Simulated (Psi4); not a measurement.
# Si2NH7 (SMILES [SiH3]N[SiH3]) at HF/STO-3G

Aim: the energy change on altering one bond length of Si2NH7 at HF/STO-3G, from 2 runs. 

Program for the calculation: Psi4 1.11.

### Step 1. The structure to begin with

Si2NH7 has 10 atoms, charge 0, and is taken as a singlet. As SMILES, `[SiH3]N[SiH3]`. The shape is that of a PBE0-D4/def2-TZVP optimisation.

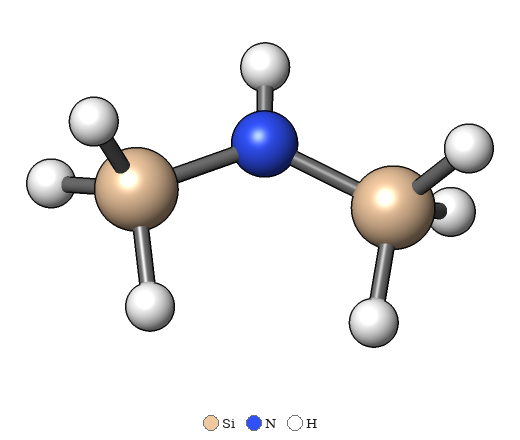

The structure, seen from a chosen angle (silicon light orange, nitrogen blue, hydrogen white).

### Step 2. Energy and gradient at HF/STO-3G

Input file job.py:

```python
import psi4

psi4.set_memory('2200 MB')
psi4.set_num_threads(1)
psi4.set_output_file('run.log', False)

m = psi4.geometry("""
0 1
Si    -1.042800     0.758390    -0.879990
N      0.119990     0.500410     0.368670
Si     0.995830    -0.935260     0.755390
H     -1.373610    -0.567260    -1.458240
H     -0.532280     1.645360    -1.962590
H     -2.274280     1.393560    -0.336440
H      0.361990     1.317290     0.912940
H      0.403090    -2.042290    -0.034740
H      0.897240    -1.243020     2.208320
H      2.444830    -0.827180     0.426680
symmetry c1
""")

psi4.set_options({
    'reference': 'rhf',
    'puream': True,
    'e_convergence': 1e-09,
    'd_convergence': 1e-08,
    'scf_type': 'pk',
})

e_tot = psi4.gradient('hf/STO-3G', molecule=m)
print('gradient / Eh bohr^-1')
print(e_tot.np.round(6))
for k, v in sorted(psi4.core.scalar_variables().items()):
    print(f'{k:45s} {v:18.10f}')
```

The run is started by

```sh
$ python job.py
```

run.log:

```text
[...]
  Running in c1 symmetry.
[...]
  Nuclear repulsion =  156.903590374845123
[...]
  Multiplicity = 1
[...]
  Nalpha       = 21
  Nbeta        = 21
[...]
    Number of basis functions: 30
[...]
   @RHF iter   1:  -629.01656120594942   -3.00021e+00   6.48508e-03 DIIS/ADIIS
[...]
   @RHF iter   9:  -629.04410593089108   -5.68434e-13   2.28806e-09 DIIS
[...]
    Orbital Energies [Eh]
    ---------------------
    Doubly Occupied:
       1A    -67.993239     2A    -67.993220     3A    -15.189672
       4A     -5.971083     5A     -5.970719     6A     -3.997089
       7A     -3.996601     8A     -3.996505     9A     -3.996340
      10A     -3.996044    11A     -3.995624    12A     -1.030383
      13A     -0.685420    14A     -0.655522    15A     -0.518401
      16A     -0.450777    17A     -0.430082    18A     -0.413274
      19A     -0.410996    20A     -0.394980    21A     -0.277260
[...]
  @RHF Final Energy:  -629.04410593089108
   => Energetics <=
    Nuclear Repulsion Energy =            156.9035903748451233
    One-Electron Energy =               -1187.1689280040322956
    Two-Electron Energy =                 401.2212316982960374
    Total Energy =                       -629.0441059308910781
[...]
 Multipole Moments:
 ------------------------------------------------------------------------------------
     Multipole            Electronic (a.u.)      Nuclear  (a.u.)        Total (a.u.)
 ------------------------------------------------------------------------------------
 L = 1.  Multiply by 2.5417464519 to convert [e a0] to [Debye]
 Dipole X            :          0.1518839           -0.0949107            0.0569732
 Dipole Y            :          0.5913442           -0.4571995            0.1341447
 Dipole Z            :          0.4231613           -0.3552558            0.0679055
 Magnitude           :                                                    0.1607853
[...]
  -Total Gradient:
     Atom            X                  Y                   Z
    ------   -----------------  -----------------  -----------------
       1        0.020097182700    -0.003554320805     0.020335636970
       2        0.000722687267     0.004995441829     0.004272535712
       3       -0.013636815418     0.024468509528    -0.006720450313
       4       -0.005953338158    -0.029506506003    -0.011429832332
       5        0.010410182637     0.019711130043    -0.023880815244
       6       -0.026787260966     0.014247606075     0.011858074614
       7       -0.000950074706    -0.002886328883    -0.001810268176
       8       -0.013984288079    -0.022814146900    -0.017910048707
       9       -0.001858974689    -0.006501030299     0.031866227660
      10        0.031940699409     0.001839645416    -0.006581060183
[...]
```

The script printed:

```text
gradient / Eh bohr^-1
[[ 0.020097 -0.003554  0.020336]
 [ 0.000723  0.004995  0.004273]
 [-0.013637  0.024469 -0.00672 ]
 [-0.005953 -0.029507 -0.01143 ]
 [ 0.01041   0.019711 -0.023881]
 [-0.026787  0.014248  0.011858]
 [-0.00095  -0.002886 -0.00181 ]
 [-0.013984 -0.022814 -0.01791 ]
 [-0.001859 -0.006501  0.031866]
 [ 0.031941  0.00184  -0.006581]]
CURRENT ENERGY                                   -629.0441059309
CURRENT REFERENCE ENERGY                         -629.0441059309
DD SOLVATION ENERGY                                 0.0000000000
HF KINETIC ENERGY                                 620.2895298129
HF POTENTIAL ENERGY                             -1249.3336357438
HF TOTAL ENERGY                                  -629.0441059309
HF VIRIAL RATIO                                     2.0141136932
NUCLEAR REPULSION ENERGY                          156.9035903748
ONE-ELECTRON ENERGY                             -1187.1689280040
PCM POLARIZATION ENERGY                             0.0000000000
PE ENERGY                                           0.0000000000
SCF ITERATION ENERGY                             -629.0441059309
SCF ITERATIONS                                      9.0000000000
SCF TOTAL ENERGY                                 -629.0441059309
TWO-ELECTRON ENERGY                               401.2212316983
```

It took 2.9 s on 1 thread of Intel Xeon at 2.70GHz, shared host; peak memory 0.18 GiB.

### Step 3. The distorted shape: a single-point energy at HF/STO-3G

Input file input.json:

```json
{
 "schema_name": "qcschema_input",
 "schema_version": 1,
 "molecule": {
  "schema_name": "qcschema_molecule",
  "schema_version": 2,
  "symbols": ["Si", "N", "Si", "H", "H", "H", "H", "H", "H", "H"],
  "geometry": [-1.74703102, 2.13106305, -4.95778342, 0.45032363, 1.6435515, -2.59815799, 2.10542135, -1.0694716, -1.86736311, -2.37217131, -0.37405239, -6.05051755, -0.78228803, 3.80719343, -7.00360092, -4.07419094, 3.33136039, -3.93062278, 0.90763735, 3.18723098, -1.56963675, 0.98530509, -3.16145511, -3.36049241, 1.69553787, -2.34896737, 4.17312, 4.84363451, -0.86523, -2.48853498],
  "molecular_charge": 0,
  "molecular_multiplicity": 1,
  "fix_symmetry": "c1"
 },
 "driver": "energy",
 "model": {
  "method": "scf",
  "basis": "STO-3G"
 },
 "keywords": {
  "puream": true,
  "e_convergence": 1e-09,
  "d_convergence": 1e-08,
  "scf_type": "pk",
  "scf_properties": ["LOWDIN_CHARGES", "MULLIKEN_CHARGES", "WIBERG_LOWDIN_INDICES"]
 }
}
```

The run is started by

```sh
$ psi4 --qcschema input.json -n 1 --memory 2200MB
```

stdout:

```text
[...]
  Running in c1 symmetry.
[...]
  Nuclear repulsion =  152.886275145626882
[...]
  Multiplicity = 1
[...]
  Nalpha       = 21
  Nbeta        = 21
[...]
    Number of basis functions: 30
[...]
   @RHF iter   1:  -628.55293034104488   -2.71503e+00   7.68896e-03 DIIS/ADIIS
[...]
   @RHF iter  12:  -628.71396310645093   -1.13687e-13   8.56518e-09 DIIS
[...]
    Orbital Energies [Eh]
    ---------------------
    Doubly Occupied:
       1A    -68.011997     2A    -67.993175     3A    -15.229551
       4A     -5.989565     5A     -5.979315     6A     -4.015277
       7A     -4.015026     8A     -4.014759     9A     -4.003585
      10A     -4.003077    11A     -4.002761    12A     -1.058317
      13A     -0.693466    14A     -0.661126    15A     -0.530628
      16A     -0.458132    17A     -0.449242    18A     -0.428963
      19A     -0.419041    20A     -0.320619    21A     -0.125426
[...]
  @RHF Final Energy:  -628.71396310645093
   => Energetics <=
    Nuclear Repulsion Energy =            152.8862751456268825
    One-Electron Energy =               -1178.3943870483735736
    Two-Electron Energy =                 396.7941487962959854
    Total Energy =                       -628.7139631064508194
[...]
 Multipole Moments:
 ------------------------------------------------------------------------------------
     Multipole            Electronic (a.u.)      Nuclear  (a.u.)        Total (a.u.)
 ------------------------------------------------------------------------------------
 L = 1.  Multiply by 2.5417464519 to convert [e a0] to [Debye]
 Dipole X            :          0.2221732           -0.1956003            0.0265729
 Dipole Y            :          1.3032257           -0.7715125            0.5317132
 Dipole Z            :         -2.1791198            1.1286124           -1.0505073
 Magnitude           :                                                    1.1777057
[...]
  Mulliken Charges: (a.u.)
   Center  Symbol    Alpha    Beta     Spin     Total
       1    SI     6.59198  6.59198  0.00000  0.81604
       2     N     3.85460  3.85460  0.00000 -0.70920
       3    SI     6.61971  6.61971  0.00000  0.76058
       4     H     0.58039  0.58039  0.00000 -0.16078
       5     H     0.58285  0.58285  0.00000 -0.16570
       6     H     0.58218  0.58218  0.00000 -0.16435
       7     H     0.42539  0.42539  0.00000  0.14921
       8     H     0.57577  0.57577  0.00000 -0.15155
       9     H     0.61448  0.61448  0.00000 -0.22896
      10     H     0.57265  0.57265  0.00000 -0.14529
[...]
```

The result, in JSON:

```text
{
 "driver": "energy",
 "model": {
  "method": "scf",
  "basis": "STO-3G"
 },
 "success": true,
 "return_result": -628.7139631064509,
 "properties": {
  "calcinfo_nbasis": 30,
  "calcinfo_nmo": 30,
  "calcinfo_nalpha": 21,
  "calcinfo_nbeta": 21,
  "calcinfo_natom": 10,
  "nuclear_repulsion_energy": 152.88627514562688,
  "return_energy": -628.7139631064509,
  "scf_one_electron_energy": -1178.3943870483736,
  "scf_two_electron_energy": 396.794148796296,
  "scf_dipole_moment": [0.026572874818138636, 0.5317132107348468, -1.050507329279557],
  "scf_total_energy": -628.7139631064509,
  "scf_iterations": 12
 }
}
```

Wall time 3.9 s (1 thread of Intel Xeon at 2.70GHz, shared host); peak memory 0.18 GiB.

### Step 4. What came out

Level: HF/STO-3G.

| quantity | value |
| --- | --- |
| first shape: total energy | -629.04411 Eh |
| first shape: dipole moment | 0.41 D |
| first shape: HOMO energy | -7.54 eV |
| first shape: LUMO energy | 12.34 eV |
| first shape: HOMO–LUMO gap | 19.89 eV |
| first shape: largest force on an atom | 1.680 eV/Å |
| distorted shape: total energy | -628.71396 Eh |
| distorted shape: dipole moment | 2.99 D |
| distorted shape: HOMO energy | -3.41 eV |
| distorted shape: LUMO energy | 2.75 eV |
| distorted shape: HOMO–LUMO gap | 6.16 eV |
| energy change with the Si3–H9 bond stretched from 1.488 to 3.275 Å | 8.984 eV |

What this shows: One bond (distorted shape) is far stretched, which a spin-restricted single reference describes badly; a broken-symmetry solution may lie lower. With the Si3–H9 bond stretched from 1.488 to 3.275 Å the energy rises by 8.98 eV (207 kcal/mol). The first shape isn't relaxed at this level, so the change isn't measured from a minimum. A restricted reference can't describe the breaking bond well at this length. The minimal basis adds a large error of its own. The largest force (first shape) is 1.68 eV/Å: the shape isn't a stationary point for this species at this level.
